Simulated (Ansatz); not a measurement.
**Geometry relaxation, with input and output: SiH$_{5}$O$_{3}$F**

System: SiH$_{5}$O$_{3}$F.
Method: RKS PBE0-D4/def2-TZVP (Ansatz 0.2.0).

The geometry is a transition state displaced along its imaginary mode. The reaction was set up to form Si1–F7 and H2–H6 and to break Si1–H2 and H6–F7 (atoms counted from 1 in the order of the input); sticks are drawn by distance alone. Figures and captions count atoms from 1; the log counts them from 0 in places.

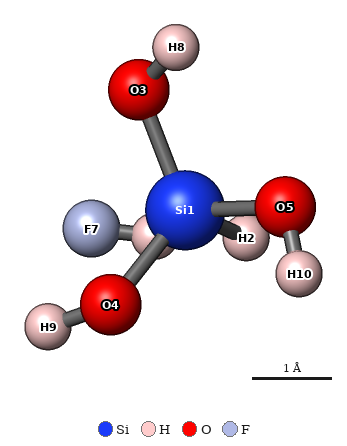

**Figure 1.** The starting structure (ball-and-stick view, seen at a tilt; atoms are numbered from 1 in the order of the input).

### The input
```yaml
crystal:
  periodic: [false, false, false]
  atoms:
    - {symbol: Si, position_ang: [0.133279, -0.101177, -0.101602]}
    - {symbol: H, position_ang: [0.365820, 1.264322, -0.737546]}
    - {symbol: O, position_ang: [1.103440, -0.396555, 1.186952]}
    - {symbol: O, position_ang: [-1.432378, -0.593098, -0.023347]}
    - {symbol: O, position_ang: [0.760328, -0.995679, -1.302427]}
    - {symbol: H, position_ang: [-0.192009, 1.695329, 0.330480]}
    - {symbol: F, position_ang: [-0.540739, 1.613981, 1.054923]}
    - {symbol: H, position_ang: [1.749428, -1.076963, 0.972188]}
    - {symbol: H, position_ang: [-2.055229, -0.176594, 0.569816]}
    - {symbol: H, position_ang: [0.107961, -1.233465, -1.949337]}
basis:
  gaussian: {orbitals: def2-TZVP}
hamiltonian: {xc: pbe0, dispersion: d4}
relax: {f_tol: 0.005, max_steps: 200}
```

Command:
```bash
ansatz run in.yaml --threads 4 --pin off --events-out ev --progress --plain --max-ram 9574MiB
```

### Output
```
Functional definition: PBE0
  name "PBE0"
  cite "Adamo & Barone, J. Chem. Phys. 110, 6158 (1999) doi:10.1063/1.478522"
  cite "Perdew, Burke & Ernzerhof, Phys. Rev. Lett. 77, 3865 (1996) doi:10.1103/PhysRevLett.77.3865"
  parent pbe
  parameter a = 0.25
  parameter kappa = 0.804
  parameter beta = 0.06672455060314922
  exchange = (1 - a)*pbe_x(kappa = kappa, mu = beta*pi^2/3) + a*exact_x
  correlation = pbe_c(beta = beta)
1097 factors; their error is unknown
mean field evaluation 1: about -16800.0794 eV, gradient 8.8e1 eV
mean field evaluation 2: about -16786.0507 eV, gradient 1.3e2 eV
mean field evaluation 4: about -16811.5242 eV, gradient 4.1e0 eV
mean field evaluation 8: about -16811.5394 eV, gradient 7.0e-2 eV
mean field evaluation 16: about -16811.5954 eV, gradient 3.9e-5 eV
mean field -16811.59537610 eV, -617.8147347631 hartree, gradient 3.9e-5 eV, S^2 0.000000; 0 other end points of the search recorded, 0 dependent functions left out
the calculation of the forces begins
reference -16811.59540182 eV, -617.8147357081 hartree; 26, 26 occupied and 165, 165 virtual orbitals, 1097 factors
relax step   1: F+E_penalty+E_count = -16811.74118637 eV  Δ(F+E_penalty+E_count) = +0.000e0 eV  max|allowed force component| = 1.184e1 eV/Å  Δτ_max = 0.0000 Å  (27 SCF iters, accepted)
these checks for a lower state are left out or cut short: starts, cluster_reference, orbital_swaps, neighbouring_geometries, increment
1097 factors; their error is unknown
mean field -16812.71909965 eV, -617.8560308417 hartree, gradient 1.5e-5 eV, S^2 0.000000; 0 other end points of the search recorded, 0 dependent functions left out
[... from here on the field's lines of each further geometry are left out, up to the last ...]
relax step   2: F+E_penalty+E_count = -16812.86416900 eV  Δ(F+E_penalty+E_count) = -1.123e0 eV  max|allowed force component| = 9.961e-1 eV/Å  Δτ_max = 0.1974 Å  (37 SCF iters, accepted)
relax step   3: F+E_penalty+E_count = -16813.03380553 eV  Δ(F+E_penalty+E_count) = -1.696e-1 eV  max|allowed force component| = 1.298e0 eV/Å  Δτ_max = 0.1958 Å  (30 SCF iters, accepted)
relax step   4: F+E_penalty+E_count = -16813.20258257 eV  Δ(F+E_penalty+E_count) = -1.688e-1 eV  max|allowed force component| = 1.179e0 eV/Å  Δτ_max = 0.1981 Å  (28 SCF iters, accepted)
relax step   5: F+E_penalty+E_count = -16813.30924636 eV  Δ(F+E_penalty+E_count) = -1.067e-1 eV  max|allowed force component| = 4.187e-1 eV/Å  Δτ_max = 0.2000 Å  (29 SCF iters, accepted)
relax step   6: F+E_penalty+E_count = -16813.34775506 eV  Δ(F+E_penalty+E_count) = -3.851e-2 eV  max|allowed force component| = 3.562e-1 eV/Å  Δτ_max = 0.2000 Å  (30 SCF iters, accepted)
relax step   7: F+E_penalty+E_count = -16813.35239095 eV  Δ(F+E_penalty+E_count) = -4.636e-3 eV  max|allowed force component| = 2.455e-1 eV/Å  Δτ_max = 0.0974 Å  (31 SCF iters, accepted)
relax step   8: F+E_penalty+E_count = -16813.37499252 eV  Δ(F+E_penalty+E_count) = -2.260e-2 eV  max|allowed force component| = 3.227e-1 eV/Å  Δτ_max = 0.2000 Å  (28 SCF iters, accepted)
relax step   9: F+E_penalty+E_count = -16813.38515256 eV  Δ(F+E_penalty+E_count) = -1.016e-2 eV  max|allowed force component| = 3.023e-1 eV/Å  Δτ_max = 0.1997 Å  (36 SCF iters, accepted)
relax step  10: F+E_penalty+E_count = -16813.39490883 eV  Δ(F+E_penalty+E_count) = -9.756e-3 eV  max|allowed force component| = 1.820e-1 eV/Å  Δτ_max = 0.0652 Å  (30 SCF iters, accepted)
relax step  11: F+E_penalty+E_count = -16813.39575726 eV  Δ(F+E_penalty+E_count) = -8.484e-4 eV  max|allowed force component| = 3.100e-1 eV/Å  Δτ_max = 0.0448 Å  (31 SCF iters, accepted)
relax step  12: F+E_penalty+E_count = -16813.39586738 eV  Δ(F+E_penalty+E_count) = -1.101e-4 eV  max|allowed force component| = 9.687e-2 eV/Å  Δτ_max = 0.0354 Å  (31 SCF iters, accepted)
relax step  13: F+E_penalty+E_count = -16813.39528165 eV  Δ(F+E_penalty+E_count) = +5.857e-4 eV  max|allowed force component| = 1.989e-1 eV/Å  Δτ_max = 0.0653 Å  (30 SCF iters, rejected (line search))
relax step  14: F+E_penalty+E_count = -16813.39743260 eV  Δ(F+E_penalty+E_count) = -1.565e-3 eV  max|allowed force component| = 6.960e-2 eV/Å  Δτ_max = 0.0327 Å  (31 SCF iters, accepted)
relax step  15: F+E_penalty+E_count = -16813.39769419 eV  Δ(F+E_penalty+E_count) = -2.616e-4 eV  max|allowed force component| = 1.492e-2 eV/Å  Δτ_max = 0.0192 Å  (31 SCF iters, accepted)
relax step  16: F+E_penalty+E_count = -16813.39772944 eV  Δ(F+E_penalty+E_count) = -3.525e-5 eV  max|allowed force component| = 1.689e-2 eV/Å  Δτ_max = 0.0101 Å  (32 SCF iters, accepted)
the calculation of the forces begins
reference -16813.25845659 eV, -617.8758518438 hartree; 26, 26 occupied and 165, 165 virtual orbitals, 1097 factors
relax step  17: F+E_penalty+E_count = -16813.39774635 eV  Δ(F+E_penalty+E_count) = -1.691e-5 eV  max|allowed force component| = 4.347e-3 eV/Å  Δτ_max = 0.0046 Å  (32 SCF iters, accepted)
```

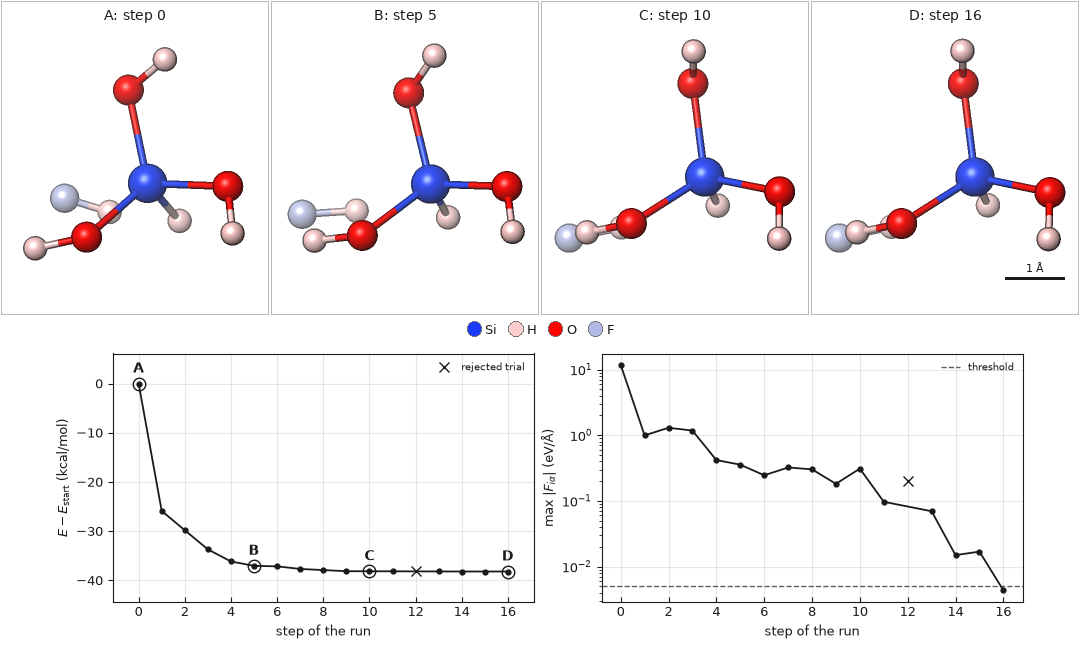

**Figure 2.** Frames of the relaxation (ball-and-stick view, seen at a tilt) above the curves, on which the letters mark them (the first geometry is step 0 here and step 1 in the log).

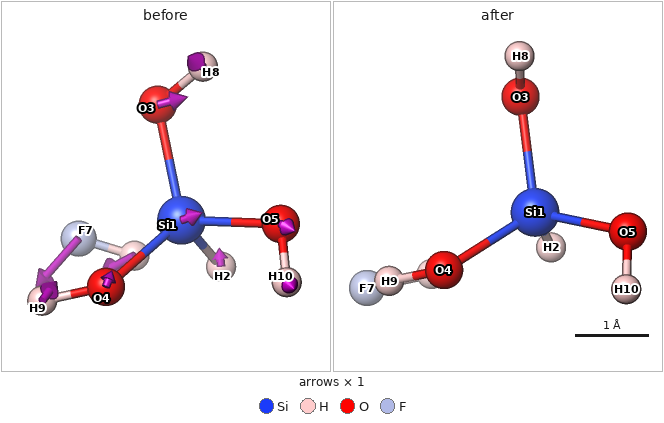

**Figure 3.** Before (left) and after (right) the relaxation, at one scale (ball-and-stick view, seen at a tilt). The pink arrows give the displacements, at true length. The energy falls by 38.2 kcal/mol in 16 geometry steps. Largest force component: 12 eV/Å at the start, 0.0043 eV/Å at the end. The line search rejected the trial step at point 12 (counted from 0) and went back. The atom that moves furthest after the best rigid fit is F7 (0.96 Å). By element the largest moves are F 0.96 Å, H 0.68 Å, O 0.45 Å, Si 0.34 Å. Among the contacts that change: H6–F7 0.808 → 0.928 Å, Si1–H2 1.524 → 1.490 Å, Si1–O3 1.640 → 1.626 Å, O5–H10 0.949 → 0.959 Å. Among the angles that change: H2–Si1–O5 97.2° → 112.6°, H2–Si1–O3 113.5° → 102.7°, Si1–O3–H8 110.4° → 118.4°. (Atoms are counted from 1 in the order of the input.)

```
1097 factors; their error is unknown
mean field -16813.25843084 eV, -617.8758508973 hartree, gradient 1.5e-5 eV, S^2 0.000000; 1 other end points of the search recorded, 0 dependent functions left out
the calculation of the forces begins
reference -16813.25845659 eV, -617.8758518438 hartree; 26, 26 occupied and 165, 165 virtual orbitals, 1097 factors
Total energy: -16813.39777210 eV, -617.8809715945 hartree
Atom 0 at     0.361926    -0.279129    -0.286175 Å, force     0.000680     0.000216    -0.004347 eV/Å
Atom 1 at     0.534709     1.177388    -0.549464 Å, force     0.000119     0.000083    -0.000114 eV/Å
Atom 2 at     1.446270    -0.561240     0.891757 Å, force    -0.002671    -0.001765    -0.000594 eV/Å
Atom 3 at    -1.194836    -0.591243     0.087380 Å, force     0.001674    -0.001099     0.001752 eV/Å
Atom 4 at     0.720383    -1.196565    -1.583962 Å, force     0.001209    -0.000420     0.002122 eV/Å
Atom 5 at    -0.550403     2.188652     0.619074 Å, force    -0.003068    -0.000534     0.000160 eV/Å
Atom 6 at    -1.301692     2.148197     1.161729 Å, force     0.002348     0.000573    -0.000054 eV/Å
Atom 7 at     1.629760    -1.470431     1.134711 Å, force     0.001474    -0.000017     0.000991 eV/Å
Atom 8 at    -1.630819     0.042460     0.665179 Å, force    -0.000684     0.000826    -0.000873 eV/Å
Atom 9 at    -0.015398    -1.457988    -2.140130 Å, force    -0.001081     0.002137     0.000959 eV/Å
Dipole moment:    -0.015920    -0.140455    -0.153660 e Å
```

### Trajectory as extended XYZ (Å, eV, eV/Å), 10 of the 17 frames kept, from step=1 to step=17
```
10
Properties=species:S:1:pos:R:3:forces:R:3 step=1 energy=-16811.74119
Si    0.1333   -0.1012   -0.1016    0.3271  -1.1241  -0.5261
H     0.3658    1.2643   -0.7375    0.1579  -0.4875  -0.3217
O     1.1034   -0.3966    1.1870   -0.2031   0.1427  -0.2918
O    -1.4324   -0.5931   -0.0233    0.3985   0.0919  -0.1573
O     0.7603   -0.9957   -1.3024    0.4031  -0.5428  -0.0736
H    -0.1920    1.6953    0.3305    4.8406   2.5996 -10.1323
F    -0.5407    1.6140    1.0549   -5.7232  -0.5043  11.8356
H     1.7494   -1.0770    0.9722   -0.0443   0.0434   0.0914
H    -2.0552   -0.1766    0.5698    0.0827   0.0942   0.0977
H     0.1080   -1.2335   -1.9493   -0.2394  -0.3132  -0.5218
10
Properties=species:S:1:pos:R:3:forces:R:3 step=3 energy=-16813.03381
Si    0.1616   -0.1619   -0.1875    0.1679  -0.2491  -0.4708
H     0.3508    1.2278   -0.7551   -0.0328  -0.1724   0.0988
O     1.1089   -0.3854    1.1235   -0.0245  -0.0032  -0.2116
O    -1.4083   -0.5930   -0.0745    0.0581   0.0192  -0.0435
O     0.7740   -1.1481   -1.3485   -0.0991  -0.0326   0.0270
H    -0.2279    2.0380    0.4808   -0.6797  -0.6315   1.2981
F    -0.6506    1.6567    1.2626    0.3911   1.0905  -0.7930
H     1.7487   -1.0869    0.9707   -0.0028   0.0127   0.1156
H    -1.9882   -0.1420    0.5404    0.1438   0.0654   0.0212
H     0.1310   -1.4051   -2.0124    0.0777  -0.0991  -0.0419
10
Properties=species:S:1:pos:R:3:forces:R:3 step=5 energy=-16813.30925
Si    0.2100   -0.2565   -0.3129   -0.2469   0.3732   0.1708
H     0.3091    1.1810   -0.6994    0.1237  -0.0172  -0.1826
O     1.1284   -0.3774    1.0227    0.3378  -0.3675  -0.1191
O    -1.3671   -0.5822   -0.0875   -0.1436  -0.1691  -0.0069
O     0.7916   -1.2637   -1.4524   -0.1108   0.0143  -0.0530
H    -0.2666    2.0796    0.6775   -0.3228  -0.0981   0.4187
F    -0.8603    1.9571    1.3935    0.2056   0.1978  -0.3233
H     1.7403   -1.1209    1.0135   -0.0776   0.1169   0.1648
H    -1.8461   -0.0448    0.5519    0.1644  -0.0267  -0.0933
H     0.1606   -1.5721   -2.1070    0.0701  -0.0237   0.0239
10
Properties=species:S:1:pos:R:3:forces:R:3 step=6 energy=-16813.34775
Si    0.2274   -0.2622   -0.3031    0.1033  -0.1129   0.0292
H     0.3641    1.1656   -0.6947    0.0049   0.0976   0.0168
O     1.1754   -0.4462    1.0085    0.1044  -0.0759  -0.1126
O    -1.3458   -0.6031   -0.0706   -0.0434   0.0040   0.0515
O     0.7818   -1.2577   -1.4683   -0.0454   0.0272  -0.0405
H    -0.3185    2.1162    0.7096   -0.3489   0.0227   0.3489
F    -0.9852    2.1112    1.3676    0.3093  -0.0052  -0.3562
H     1.7661   -1.2041    0.9934   -0.0765   0.0556   0.0885
H    -1.8070   -0.0555    0.5705   -0.0240   0.0170  -0.0101
H     0.1416   -1.5640   -2.1127    0.0163  -0.0300  -0.0156
10
Properties=species:S:1:pos:R:3:forces:R:3 step=8 energy=-16813.37499
Si    0.2911   -0.2746   -0.2731   -0.1704  -0.1736   0.0125
H     0.4427    1.1755   -0.5761    0.0102   0.0124   0.0390
O     1.3027   -0.5489    0.9701    0.2219  -0.2462  -0.0009
O    -1.2842   -0.6124    0.0203    0.2672   0.0544  -0.0552
O     0.7602   -1.2004   -1.5294   -0.0805  -0.0337  -0.0678
H    -0.4583    2.2076    0.6233    0.0682  -0.0174  -0.0641
F    -1.1583    2.2145    1.2290   -0.1037  -0.0072   0.0752
H     1.7470   -1.4053    1.0131   -0.2245   0.3227  -0.0084
H    -1.7261   -0.0465    0.6585   -0.0293   0.0443   0.0040
H     0.0832   -1.5092   -2.1356    0.0409   0.0444   0.0658
10
Properties=species:S:1:pos:R:3:forces:R:3 step=10 energy=-16813.39491
Si    0.3476   -0.2717   -0.2795   -0.0315  -0.1820   0.0231
H     0.5021    1.1846   -0.5551    0.0146  -0.0048   0.0164
O     1.4241   -0.5522    0.9078   -0.0202   0.0432  -0.0407
O    -1.2093   -0.6070    0.0820    0.0388   0.1177   0.0289
O     0.7298   -1.2054   -1.5594   -0.0108   0.0437  -0.0420
H    -0.5208    2.1759    0.6202   -0.0545   0.0125   0.0304
F    -1.2734    2.1745    1.1646    0.0445  -0.0167  -0.0307
H     1.6422   -1.4666    1.0988    0.0065   0.0134   0.0211
H    -1.6516    0.0211    0.6624   -0.0027  -0.0306  -0.0252
H     0.0092   -1.4532   -2.1418    0.0154   0.0036   0.0188
10
Properties=species:S:1:pos:R:3:forces:R:3 step=12 energy=-16813.39587
Si    0.3560   -0.2857   -0.2829   -0.0541   0.0965   0.0074
H     0.5290    1.1699   -0.5545    0.0044  -0.0201  -0.0088
O     1.4317   -0.5627    0.9052   -0.0322   0.0488  -0.0576
O    -1.2061   -0.5882    0.0817    0.0731  -0.0539  -0.0459
O     0.7274   -1.2144   -1.5695    0.0288   0.0089   0.0376
H    -0.5538    2.2349    0.6272   -0.0884  -0.0403   0.0647
F    -1.2987    2.1428    1.1744    0.0773   0.0319  -0.0563
H     1.6495   -1.4744    1.0984    0.0416  -0.0969   0.0594
H    -1.6374    0.0452    0.6618   -0.0123   0.0387   0.0211
H     0.0023   -1.4673   -2.1417   -0.0381  -0.0137  -0.0217
10
Properties=species:S:1:pos:R:3:forces:R:3 step=13 energy=-16813.39528 accepted=F
Si    0.3610   -0.2783   -0.2858    0.0275   0.0286  -0.0035
H     0.5253    1.1790   -0.5538    0.0080  -0.0047  -0.0183
O     1.4481   -0.5492    0.8939   -0.0405  -0.0353  -0.0467
O    -1.1938   -0.5895    0.0900   -0.0969   0.0838   0.0904
O     0.7226   -1.2145   -1.5696   -0.0314   0.0197  -0.0365
H    -0.5372    2.1727    0.6378   -0.1969   0.0052   0.1185
F    -1.3101    2.1455    1.1578    0.1989   0.0011  -0.1231
H     1.6238   -1.4662    1.1131    0.0510  -0.0157   0.0575
H    -1.6297    0.0582    0.6566    0.0398  -0.0893  -0.0706
H    -0.0101   -1.4576   -2.1399    0.0405   0.0066   0.0322
10
Properties=species:S:1:pos:R:3:forces:R:3 step=15 energy=-16813.39769
Si    0.3607   -0.2797   -0.2866    0.0022   0.0149   0.0014
H     0.5357    1.1768   -0.5491   -0.0051   0.0007  -0.0070
O     1.4433   -0.5595    0.8935   -0.0022  -0.0102  -0.0035
O    -1.1972   -0.5884    0.0847    0.0065  -0.0119  -0.0046
O     0.7211   -1.1997   -1.5821   -0.0022   0.0044   0.0074
H    -0.5510    2.1854    0.6201    0.0077   0.0030  -0.0062
F    -1.3005    2.1500    1.1653   -0.0061  -0.0033   0.0039
H     1.6343   -1.4687    1.1303    0.0025  -0.0041   0.0058
H    -1.6327    0.0442    0.6639   -0.0020   0.0055   0.0025
H    -0.0137   -1.4602   -2.1400   -0.0014   0.0008   0.0001
10
Properties=species:S:1:pos:R:3:forces:R:3 step=17 energy=-16813.39775
Si    0.3619   -0.2791   -0.2862    0.0007   0.0002  -0.0043
H     0.5347    1.1774   -0.5495    0.0001   0.0001  -0.0001
O     1.4463   -0.5612    0.8918   -0.0027  -0.0018  -0.0006
O    -1.1948   -0.5912    0.0874    0.0017  -0.0011   0.0018
O     0.7204   -1.1966   -1.5840    0.0012  -0.0004   0.0021
H    -0.5504    2.1887    0.6191   -0.0031  -0.0005   0.0002
F    -1.3017    2.1482    1.1617    0.0023   0.0006  -0.0001
H     1.6298   -1.4704    1.1347    0.0015   0.0000   0.0010
H    -1.6308    0.0425    0.6652   -0.0007   0.0008  -0.0009
H    -0.0154   -1.4580   -2.1401   -0.0011   0.0021   0.0010
```

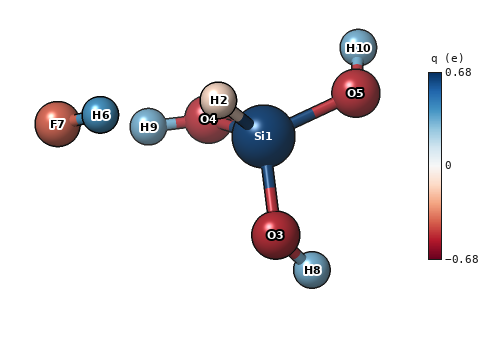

**Figure 4.** Mulliken charges, as the colour of each atom (ball-and-stick view, seen at a tilt; atoms are numbered from 1 in the order of the input). By element: Si +0.65, H −0.13 to +0.40, O −0.51 and F −0.39 e.

### Results in brief

- outcome: converged
- total energy: −16813.3978 eV
- mean-field energy: −16813.2585 eV
- dispersion energy: −0.1393 eV
- SCF solution under orbital rotations: stable
- largest force (length of the vector) at the end: 0.004 eV/Å
- dipole moment: 1.00 D
- hardware: 4 threads of Arm Neoverse V2, 23 GiB of memory available, shared host
- wall time: 37 s (CPU time 2.3 min)
- peak memory: 0.43 GiB
